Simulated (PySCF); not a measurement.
## Electronic structure of GaGe (quartet) in real space

```xyz
2

Ga    0.0000    0.0000   -1.2906
Ge    0.0000    0.0000    1.2034
```

These are results of PySCF 2.14.0, PBE0/cc-pVDZ(-PP), non-relativistic Hamiltonian with scalar-relativistic core potentials where named, at a bond length of 2.494 Å, not measurements.

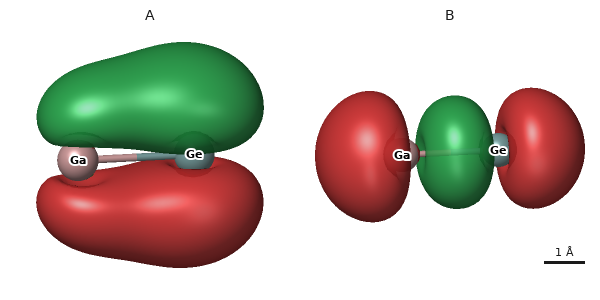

Figure 1. Two frontier α-spin orbitals, each drawn at the value that holds 80 % of its norm (green and red are the two phases), in no order; of a degenerate pair one member is drawn.

Q: Label each orbital by symmetry, say whether it is occupied, and order them by energy.

A: Orbital B: σ, occupied in this spin, −5.62 eV; shared between the atoms (Ga 50 %, Ge 50 %).
Orbital A: π, occupied in this spin, −5.52 eV; mainly on Ge (70 %).

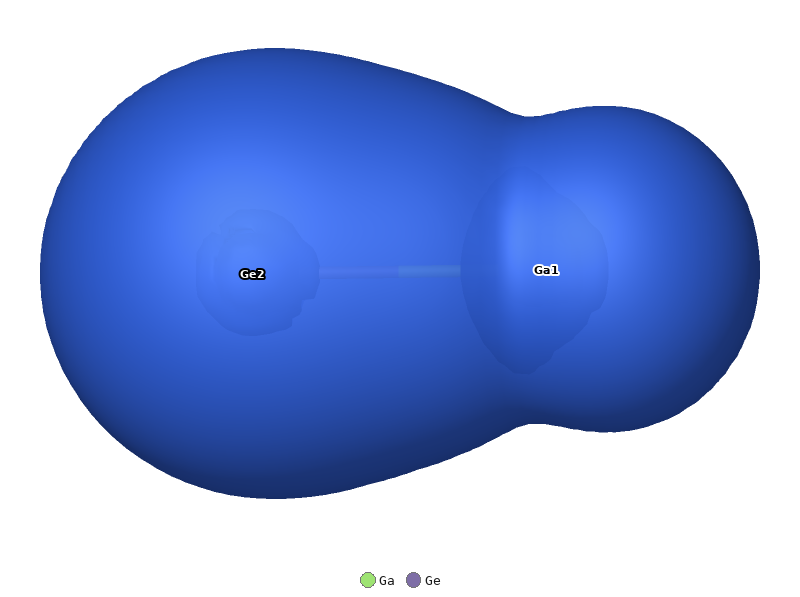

Figure 2. Isosurfaces of the spin density at +0.02 (blue) and −0.02 e/Å³ (red), seen from one side.

Q: Where is the unpaired spin?

A: The unpaired spin (3 electrons) lies mostly on Ge2 (about 2.0) and Ga1 (about 1.0), in electrons by Hirshfeld's partition. Only one sign reaches the isovalue.

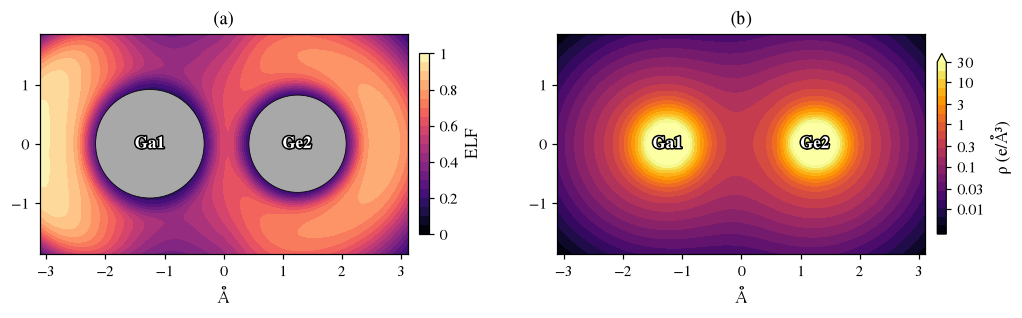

Figure 3. (a) electron localisation function; (b) electron density on a plane that holds the molecular axis. Grey discs cover the atomic cores in the ELF map.

Q: Interpret the plot.

A: The plane passes through Ga and Ge nuclei.
Ga–Ge (2.49 Å): ρ at the midpoint is about 0.38 e/Å³; the ELF reaches about 0.60 near the midpoint.
The ELF also peaks beside Ge2, away from the bonds: non-bonding electrons, paired or unpaired.
